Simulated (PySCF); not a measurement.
## Electronic structure of CH8O4Si3 in real space

Input

```
{"job": {"kind": "nmr", "xc": "PBE0", "basis": "pcSseg-1"}, "charge": 0, "multiplicity": 1}
O      0.126199     0.803555     0.978920
Si    -1.198062     1.756147     0.652317
O     -2.352246     0.781625    -0.040956
Si    -2.388671    -0.841797    -0.399659
O     -0.929332    -1.483593     0.077298
Si     0.473335    -0.768663     0.570100
O      1.510418    -0.806925    -0.703499
C      2.802610    -0.265807    -0.731669
H     -0.820902     2.832130    -0.301056
H     -1.718239     2.322077     1.923436
H     -3.477397    -1.499155     0.367042
H     -2.569332    -1.021014    -1.862838
H      1.032124    -1.461848     1.749512
H      3.458413    -0.719634     0.033496
H      3.246867    -0.465058    -1.718096
H      2.792788     0.826665    -0.572018
```

Command:

```sh
OMP_NUM_THREADS=1 python cluster_run.py task.json out
```

Geometry: PBE0-D3(BJ)/def2-SVP.

All numbers below come from PBE0/pcSseg-1, SCF density, gas phase, non-relativistic in PySCF 2.14.0.

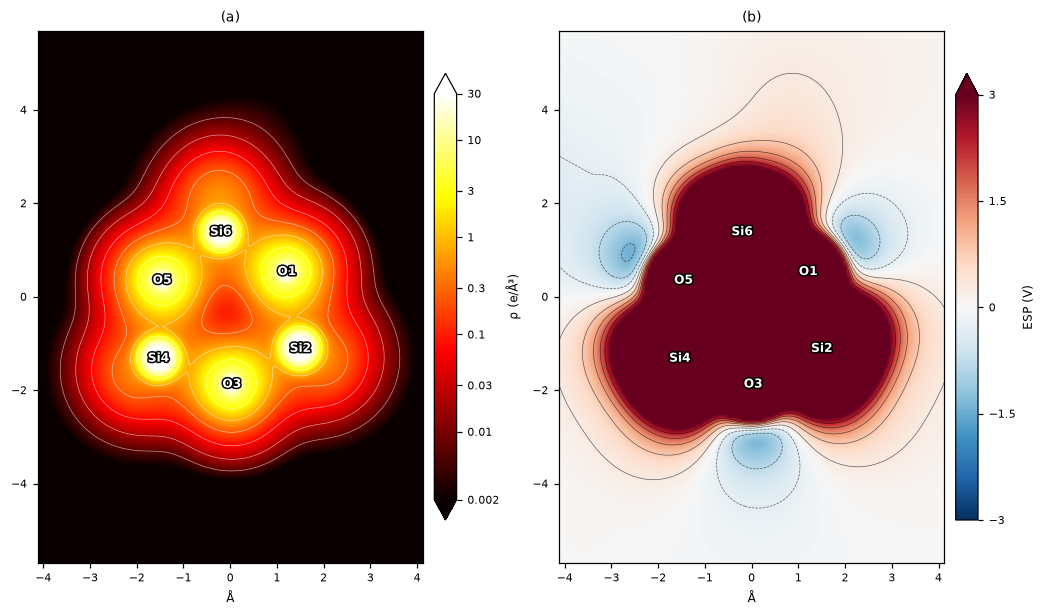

Figure 1. (a) electron density; (b) electrostatic potential on the plane of atoms O1, Si2 and O3.

### Describe what can be read from this map.

The plane passes through O and Si nuclei. Si–O (1.66 Å): ρ at the midpoint is about 1.1 e/Å³. Outside the dense part of the molecule the potential is most negative (−1.4 V) near O5.

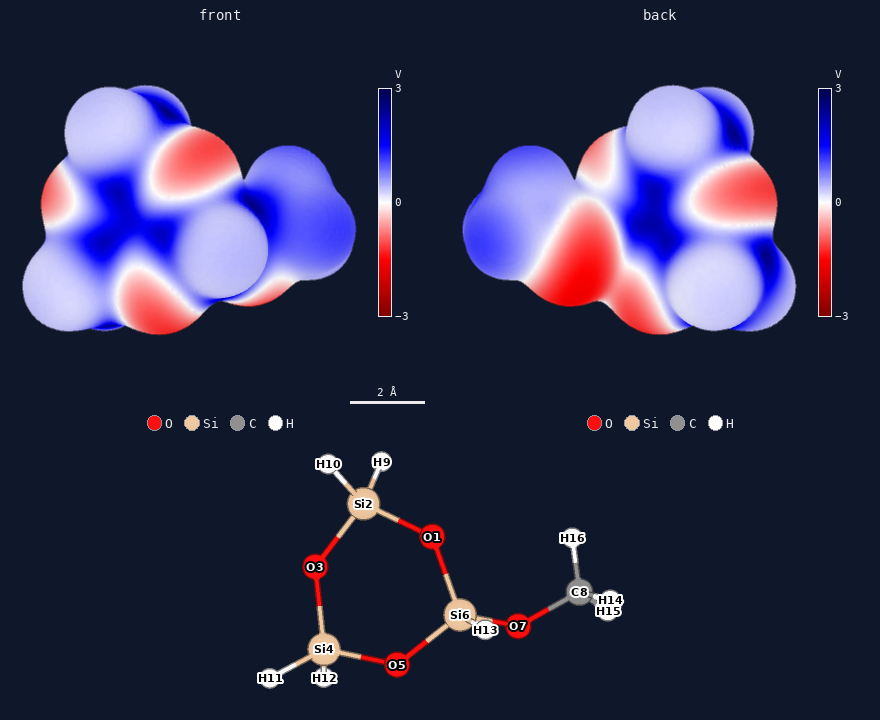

Figure 2. The electrostatic potential painted on the density surface at 0.004 e/bohr³, seen from the front and from behind; red is negative and blue positive. The bare structure is drawn below in the same view.

### Where is the surface potential most negative and most positive?

The most negative region (about −1.6 V) lies over O7, the most positive (about +2.4 V) over Si2, Si4 and Si6. O7 is the likeliest acceptor of a hydrogen bond.

### How polar is the molecule by this calculation?

Its dipole moment is 1.23 D.
